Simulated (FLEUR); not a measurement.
# How the volume moves the moments of MnS

Wanted: the trend of the moments of MnS with the volume.

Main program and level: FLEUR MaX-R8.1; PBE with U = 4 eV on Mn d; all-electron FLAPW, Dirac cores, scalar-relativistic bands.

The database entry behind the starting cell differs from later determinations by our own check (an axis about 0.2 % short against later determinations), so it need not match the best structure at ambient conditions.

### Step 1. The structure

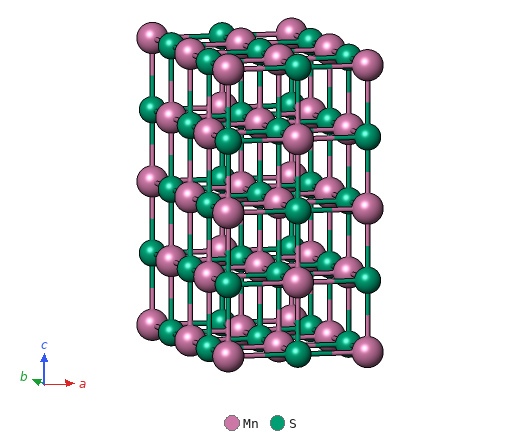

Start, viewed slightly off an axis; manganese pink, sulfur teal. 1×2×2 cells are drawn. This picture shows the conventional cell, with its axes. Some periodic images of atoms are drawn too.

### Step 2. Factor 1, start ferro +

The scan starts at the cell as given. A Hubbard U acts on the open shell, since semilocal functionals spread its electrons too much.

All lengths change alike; the factor is that of the volume. Atoms keep their fractional places. Spheres, Kmax and the mesh are the same at all points, the spheres being those of the tightest cell. inpgen writes inp.xml from crystal.txt; cutoffs, mixing, functional, smearing and local orbitals are then set in the file. The k list default-1 (kpts.xml, not shown) is a Γ-centred 8×8×8 mesh; where the ranks do not divide the number of points, some are split in two of half the weight.

Contents of inp.xml:

```
<?xml version="1.0" encoding="UTF-8" standalone="no"?>
<fleurInput fleurInputVersion="0.39">
   <comment>
      MnS
   </comment>
   <calculationSetup>
      <cutoffs Kmax="4.12" Gmax="12.4" GmaxXC="12.4" numbands="0"/>
      <scfLoop itmax="110" minDistance="0.0001" maxIterBroyd="15" imix="Anderson" alpha="0.05" precondParam="0.0" spinf="2.0" sdNocoIR="T"/>
      <coreElectrons ctail="T" frcor="F" kcrel="0" coretail_lmax="0"/>
      <xcFunctional name="pbe" relativisticCorrections="F"/>
      <magnetism jspins="2"/>
      <soc l_soc="F" theta="0.0" phi="0.0" spav="F"/>
      <expertModes spex="0" secvar="F"/>
      <geometryOptimization l_f="F" forcealpha="1.0" forcemix="BFGS" epsdisp="0.00001" epsforce="0.00001"/>
      <ldaU l_linMix="F" mixParam="0.05" spinf="1.0"/>
   </calculationSetup>
   <cell>
      <bzIntegration valenceElectrons="21.0" mode="hist" fermiSmearingEnergy="0.00183747">
         <kPointListSelection listName="default-1"/>
         <xi:include xmlns:xi="http://www.w3.org/2001/XInclude" href="kpts.xml"> </xi:include>
      </bzIntegration>
      <xi:include xmlns:xi="http://www.w3.org/2001/XInclude" href="sym.xml"> </xi:include>
      <bulkLattice scale="1.0">
         <bravaisMatrix>
            <row-1>    0.0000000000000000     4.9217916915206992     4.9217916915206992</row-1>
            <row-2>    4.9217916915206992     0.0000000000000000     4.9217916915206992</row-2>
            <row-3>    4.9217916915206992     4.9217916915206992     0.0000000000000000</row-3>
         </bravaisMatrix>
      </bulkLattice>
   </cell>
   <atomSpecies>
      <species name="Manganese 4.500" element="Mn" atomicNumber="25">
         <mtSphere radius="2.78" gridPoints="919" logIncrement="0.013"/>
         <atomicCutoffs lmax="10" lnonsphr="8"/>
         <electronConfig flipSpins="F">
            <coreConfig>(1s1/2) (2s1/2) (2p1/2) (2p3/2)</coreConfig>
            <valenceConfig>(3s1/2) (3p1/2) (3p3/2) (4s1/2) (3d3/2) (3d5/2)</valenceConfig>
            <stateOccupation state="(3d3/2)" spinUp="1.75" spinDown="0.25"/>
            <stateOccupation state="(3d5/2)" spinUp="3.0" spinDown="0.0"/>
         </electronConfig>
         <energyParameters s="4" p="4" d="3" f="4"/>
         <ldaU l="2" U="4.0" J="0.0" l_amf="F"/>
         <lo type="SCLO" l="0" n="3" eDeriv="0"/>
         <lo type="SCLO" l="1" n="3" eDeriv="0"/>
      </species>
      <species name="Sulfur (S)" element="S" atomicNumber="16">
         <mtSphere radius="1.82" gridPoints="603" logIncrement="0.019"/>
         <atomicCutoffs lmax="8" lnonsphr="6"/>
         <electronConfig flipSpins="F">
            <coreConfig>(1s1/2) (2s1/2) (2p1/2) (2p3/2)</coreConfig>
            <valenceConfig>(3s1/2) (3p1/2) (3p3/2)</valenceConfig>
            <stateOccupation state="(3p1/2)" spinUp="0.666667" spinDown="0.666667"/>
            <stateOccupation state="(3p3/2)" spinUp="1.333333" spinDown="1.333333"/>
         </electronConfig>
         <energyParameters s="3" p="3" d="3" f="4"/>
      </species>
   </atomSpecies>
   <atomGroups>
      <atomGroup species="Manganese 4.500">
         <relPos label="                   1">.0000000000 .0000000000 .0000000000</relPos>
         <force calculate="T" relaxXYZ="TTT"/>
      </atomGroup>
      <atomGroup species="Sulfur (S)">
         <relPos label="                   2">1.000/2.000 1.000/2.000 1.000/2.000</relPos>
         <force calculate="T" relaxXYZ="TTT"/>
      </atomGroup>
   </atomGroups>
   <output dos="F" band="F" slice="F">
      <bandDOS minEnergy="-.5*Htr" maxEnergy="0.5*Htr" sigma="0.015" storeEVData="T"/>
      <plotting iplot="0" polar="F">
         <plot TwoD="T" vec1="  1.0  0.0  0.0" vec2="  0.0  1.0  0.0" vec3="  0.0  0.0  1.0" zero="  0.0  0.0  0.0" file="plot"/>
      </plotting>
      <moessbauerParams electricFieldGradient="F" isomerShift="F" coreHyperfine="F" valenceHyperfine="F"/>
   </output>
</fleurInput>
```

Contents of crystal.txt:

```
MnS
&input film=F cartesian=F /
0.00000000000  2.60450000000  2.60450000000
2.60450000000  0.00000000000  2.60450000000
2.60450000000  2.60450000000  0.00000000000
1.8897261246
1.0 1.0 1.0

2
25 0.00000000000  0.00000000000  0.00000000000 : 4.500
16 0.50000000000  0.50000000000  0.50000000000

&kpt div1=8 div2=8 div3=8 gamma=T /
```

On the command line:

```console
$ OMP_NUM_THREADS=1 inpgen -f crystal.txt > inpgen.log  # inp.xml is then edited as shown
$ OMP_NUM_THREADS=1 mpirun -n 8 fleur_MPI > fleur.log
```

Log:

```text
Welcome to FLEUR        (www.flapw.de)
      MaX-Release 8.1          (www.max-centre.eu)

 ========== k-point set info ==========
 Selected k-point list: default-1
 k-point list type: mesh
 0 x 0 x 0
 Number of k points: 32

 ------------Calculation Setup---------------------------
 Number of MPI-tasks      :            8
 Number of PE/node        :            8
 Number of OMP-threads    :            1
 k-points in parallel     :            8
 pe's per k-point         :            1
 No of k-point loops      :            4
 Eigenvalue solver        :       lapack
 Number of basis functions:          307
 Approximate size of matrices (H+S) per k-point:         0.001 GB
 --------------------------------------------------------
 no density matrix found ... skipping LDA+U
 Reset of history
 Iteration:     1   Distance:       6.81685856 me/bohr^3
 Iteration:     2   Distance:       7.27854104 me/bohr^3
 Iteration:     3   Distance:       6.73416985 me/bohr^3
 Iteration:     4   Distance:       3.85888661 me/bohr^3
 Iteration:     5   Distance:       1.85822536 me/bohr^3
 Iteration:     6   Distance:       1.46578097 me/bohr^3
 Iteration:     7   Distance:       0.31726532 me/bohr^3
 Iteration:     8   Distance:       0.24477694 me/bohr^3
 Iteration:     9   Distance:       0.02794293 me/bohr^3
 Iteration:    10   Distance:       0.02520988 me/bohr^3
 Iteration:    11   Distance:       0.00465569 me/bohr^3
 Iteration:    12   Distance:       0.00358242 me/bohr^3
 Iteration:    13   Distance:       0.00053949 me/bohr^3
 Iteration:    14   Distance:       0.00016451 me/bohr^3
 Iteration:    15   Distance:       0.00008677 me/bohr^3

 ********************************************************************
 Run finished successfully
 Stop message:
   all done
 ********************************************************************

--- out.xml (last complete iteration) ---
<iteration numberForCurrentRun="   15" overallNumber="   15">
         [... left out ...]
         <bandgap value="0.8073481709" units="eV"/>
         <sumValenceSingleParticleEnergies value="-13.4795633841" units="Htr"/>
         <FermiEnergy value="0.2639815834" units="Htr"/>
         <valenceDensity>
            <mtCharges spin="1">
               <mtCharge atomType="1" total="9.5031535" s="1.2413299" p="3.2783117" d="4.9311909" f="0.0401748"/>
               <mtCharge atomType="2" total="1.7001902" s="0.5970077" p="1.0875368" d="0.0144716" f="0.0010021"/>
            </mtCharges>
            <mtCharges spin="2">
               <mtCharge atomType="1" total="4.7447660" s="1.1698717" p="3.2206993" d="0.3080994" f="0.0345256"/>
               <mtCharge atomType="2" total="1.6157529" s="0.5798936" p="1.0321381" d="0.0034874" f="0.0002113"/>
            </mtCharges>
            <spinDependentCharge spin="1" total="13.0000000" interstitial="1.7966563" mtSpheres="11.2033437"/>
            <spinDependentCharge spin="2" total="8.0000000" interstitial="1.6394811" mtSpheres="6.3605189"/>
            <totalCharge value="21.0000000000"/>
         </valenceDensity>
         [... left out ...]
         <magneticMomentsInMTSpheres units="muBohr">
            <globalMagMoment atomType="1" vec="0.00000   0.00000   4.75839"/>
            <localMagMoment atomType="1" vec="0.00000   0.00000   4.75839"/>
            <globalMagMoment atomType="2" vec="0.00000   0.00000   0.08444"/>
            <localMagMoment atomType="2" vec="0.00000   0.00000   0.08444"/>
         </magneticMomentsInMTSpheres>
         [... left out ...]
         <totalEnergy value="    -1557.8557763399" units="Htr">
            <sumOfEigenvalues value="     -896.2578572178">
               <coreElectrons value="-882.7782938337"/>
               <valenceElectrons value="-13.4795633841"/>
            </sumOfEigenvalues>
            <densityCoulombPotentialIntegral value="-2369.0944747986"/>
            <densityEffectivePotentialIntegral value="-2470.2909264245"/>
            <chargeDenXCDenIntegral value="-78.0878614388"/>
            <FockExchangeEnergyValence value="0.0000000000"/>
            <FockExchangeEnergyCore value="0.0000000000"/>
         [... left out ...]
            <dftUCorrection value="-0.3597841209"/>
            <tkbTimesEntropy value="0.0000000000"/>
            <freeEnergy value="-1557.8557763399"/>
            <extrapolationTo0K value="-1557.8557763399"/>
         </totalEnergy>
         [... left out ...]
         <ldaUDensityMatrixConvergence>
            <distance spin="1" distance="0.000000"/>
            <distance spin="2" distance="0.000002"/>
         </ldaUDensityMatrixConvergence>
         <densityConvergence units="me/bohr^3">
            <chargeDensity spin="1" distance="0.0000291970"/>
            <chargeDensity spin="2" distance="0.0000765423"/>
            <overallChargeDensity distance="0.0000767736"/>
            <spinDensity distance="0.0000867652"/>
         </densityConvergence>
      </iteration>
```

Elapsed: 9.2 s, on 8 MPI ranks of Arm Neoverse V2, shared host; peak memory 0.42 GiB; 73 s of CPU time.

Spin moment in the muffin-tin sphere by atom:

| atom | spin moment in the muffin-tin sphere (μB) |
| --- | --- |
| Mn1 | 4.76 |
| S2 | 0.08 |

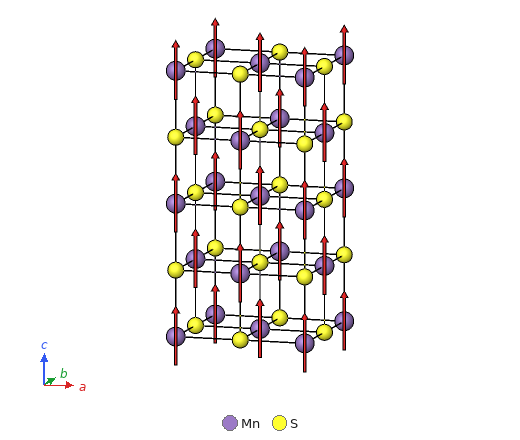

Spin moment in the muffin-tin sphere as arrows, the longest 4.76 μB. Up and down stand for the sign. Arrows give size and sign along the axis of quantisation, drawn up and down the page. 1×1×2 conventional cells are drawn. Some periodic images of atoms are drawn too.

Numbers from this step:

```
free energy                                                       : -42391.4152 eV
program's band gap on this mesh (in a metal only a level spacing) : 0.8073 eV
magnetization                                                     : 5 μB
final state                                                       : ferromagnetic
```

After 15 cycles the largest moment stands at 4.76 μB.

### Step 3. Factor 1, start antiferro q=(0,0,1/2) +-

The k list default-1 (kpts.xml, not shown) is a Γ-centred 8×8×4 mesh.

Changes to inp.xml since step 2:

```diff
@@ -17,3 +17,3 @@
    <cell>
-      <bzIntegration valenceElectrons="21.0" mode="hist" fermiSmearingEnergy="0.00183747">
+      <bzIntegration valenceElectrons="42.0" mode="hist" fermiSmearingEnergy="0.00183747">
          <kPointListSelection listName="default-1"/>
@@ -26,3 +26,3 @@
             <row-2>    4.9217916915206992     0.0000000000000000     4.9217916915206992</row-2>
-            <row-3>    4.9217916915206992     4.9217916915206992     0.0000000000000000</row-3>
+            <row-3>    9.8435833830413983     9.8435833830413983     0.0000000000000000</row-3>
          </bravaisMatrix>
@@ -39,2 +39,16 @@
             <stateOccupation state="(3d5/2)" spinUp="3.0" spinDown="0.0"/>
+         </electronConfig>
+         <energyParameters s="4" p="4" d="3" f="4"/>
+         <ldaU l="2" U="4.0" J="0.0" l_amf="F"/>
+         <lo type="SCLO" l="0" n="3" eDeriv="0"/>
+         <lo type="SCLO" l="1" n="3" eDeriv="0"/>
+      </species>
+      <species name="Manganese -4.500" element="Mn" atomicNumber="25">
+         <mtSphere radius="2.78" gridPoints="919" logIncrement="0.013"/>
+         <atomicCutoffs lmax="10" lnonsphr="8"/>
+         <electronConfig flipSpins="F">
+            <coreConfig>(1s1/2) (2s1/2) (2p1/2) (2p3/2)</coreConfig>
+            <valenceConfig>(3s1/2) (3p1/2) (3p3/2) (4s1/2) (3d3/2) (3d5/2)</valenceConfig>
+            <stateOccupation state="(3d3/2)" spinUp="0.25" spinDown="1.75"/>
+            <stateOccupation state="(3d5/2)" spinUp="0.0" spinDown="3.0"/>
          </electronConfig>
@@ -62,4 +76,9 @@
       </atomGroup>
+      <atomGroup species="Manganese -4.500">
+         <relPos label="                   2">.0000000000 .0000000000 1.000/2.000</relPos>
+         <force calculate="T" relaxXYZ="TTT"/>
+      </atomGroup>
       <atomGroup species="Sulfur (S)">
-         <relPos label="                   2">1.000/2.000 1.000/2.000 1.000/2.000</relPos>
+         <relPos label="                   3">1.000/2.000 1.000/2.000 1.000/4.000</relPos>
+         <relPos label="                   4">1.000/2.000 1.000/2.000 -1.000/4.000</relPos>
          <force calculate="T" relaxXYZ="TTT"/>
```

Contents of crystal.txt:

```
MnS
&input film=F cartesian=F /
0.00000000000  2.60450000000  2.60450000000
2.60450000000  0.00000000000  2.60450000000
5.20900000000  5.20900000000  0.00000000000
1.8897261246
1.0 1.0 1.0

4
25 0.00000000000  0.00000000000  0.00000000000 : 4.500
25 0.00000000000  0.00000000000  0.50000000000 : -4.500
16 0.50000000000  0.50000000000  0.25000000000
16 0.50000000000  0.50000000000  0.75000000000

&kpt div1=8 div2=8 div3=4 gamma=T /
```

Log:

```text
[banner, memory and clock lines left out]
Welcome to FLEUR        (www.flapw.de)
      MaX-Release 8.1          (www.max-centre.eu)

 ========== k-point set info ==========
 Selected k-point list: default-1
 k-point list type: mesh
 0 x 0 x 0
 Number of k points: 80

 [... set-up left out ...]
 no density matrix found ... skipping LDA+U
 Reset of history
 Iteration:     1   Distance:       7.31001763 me/bohr^3
 Iteration:     2   Distance:       7.23017308 me/bohr^3
 Iteration:     3   Distance:       6.67094603 me/bohr^3
 Iteration:     4   Distance:       3.68267822 me/bohr^3
 Iteration:     5   Distance:       2.16059082 me/bohr^3
 Iteration:     6   Distance:       1.51422613 me/bohr^3
 Iteration:     7   Distance:       0.38168256 me/bohr^3
 Iteration:     8   Distance:       0.25049857 me/bohr^3
 Iteration:     9   Distance:       0.05202007 me/bohr^3
 Iteration:    10   Distance:       0.04487641 me/bohr^3
 Iteration:    11   Distance:       0.00721163 me/bohr^3
 Iteration:    12   Distance:       0.00552141 me/bohr^3
 Iteration:    13   Distance:       0.00223542 me/bohr^3
 Iteration:    14   Distance:       0.00049556 me/bohr^3
 Iteration:    15   Distance:       0.00013990 me/bohr^3
 Iteration:    16   Distance:       0.00003001 me/bohr^3

 ********************************************************************
 Run finished successfully
 Stop message:
   all done
 ********************************************************************

--- out.xml (last complete iteration) ---
<iteration numberForCurrentRun="   16" overallNumber="   16">
         [... left out ...]
         <bandgap value="2.3310421802" units="eV"/>
         <sumValenceSingleParticleEnergies value="-26.9091857358" units="Htr"/>
         <FermiEnergy value="0.2424501276" units="Htr"/>
         [... left out ...]
         <magneticMomentsInMTSpheres units="muBohr">
            <globalMagMoment atomType="1" vec="0.00000   0.00000   4.63388"/>
            <globalMagMoment atomType="2" vec="0.00000   0.00000  -4.63388"/>
            <globalMagMoment atomType="3" vec="0.00000   0.00000   0.00000"/>
         </magneticMomentsInMTSpheres>
         [... left out ...]
         <totalEnergy value="    -3115.7151325939" units="Htr">
            <sumOfEigenvalues value="    -1792.4741801056">
               <coreElectrons value="-1765.5649943698"/>
               <valenceElectrons value="-26.9091857358"/>
            </sumOfEigenvalues>
         [... left out ...]
            <freeEnergy value="-3115.7151325939"/>
            <extrapolationTo0K value="-3115.7151325939"/>
         </totalEnergy>
         [... left out ...]
         <ldaUDensityMatrixConvergence>
            <distance spin="1" distance="0.000002"/>
            <distance spin="2" distance="0.000002"/>
         </ldaUDensityMatrixConvergence>
         <densityConvergence units="me/bohr^3">
            <chargeDensity spin="1" distance="0.0000206678"/>
            <chargeDensity spin="2" distance="0.0000206783"/>
            <overallChargeDensity distance="0.0000300148"/>
            <spinDensity distance="0.0000284362"/>
         </densityConvergence>
      </iteration>
```

Run time: 55 s. Hardware: 8 MPI ranks; peak memory 0.78 GiB.

Spin moment in the muffin-tin sphere by atom:

| atom | spin moment in the muffin-tin sphere (μB) |
| --- | --- |
| Mn1 | 4.63 |
| Mn2 | -4.63 |
| S3 | 0.00 |
| S4 | 0.00 |

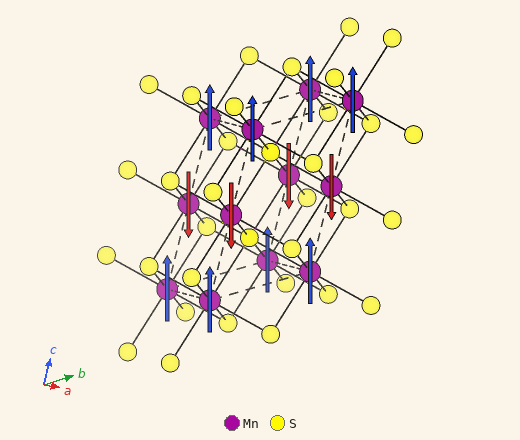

Spin moment in the muffin-tin sphere as arrows, the longest 4.63 μB. Up and down stand for the sign. Arrows give size and sign along the axis of quantisation, drawn up and down the page. The two directions have two colours. Some periodic images of atoms are drawn too.

Read from the output:

```yaml
free_energy: -84782.9279 eV
program_s_band_gap_on_this_mesh_in_a_metal_only_a_level_spacing: 2.331 eV
magnetization: 0 μB
final_state: antiferromagnetic
```

After 16 cycles the largest moment stands at 4.63 μB.

[end of part 1 of 2]

[Logs and program files are shortened in this print: banners, set-up blocks, solver, clock and traceback lines can be left out without a mark of their own.]

[Logs are printed without paths, hosts, clocks, repeated set-up lines and the standing remarks that a program may print on its own settings, such as how far it seeks lower states.]

[Hosts, paths, dates, database ids (printed as entryN), source tags and the programs' standing remarks are cut or masked in the printed files.]

[Where a cell is said to come from a database of computed structures, the database is the Materials Project.]
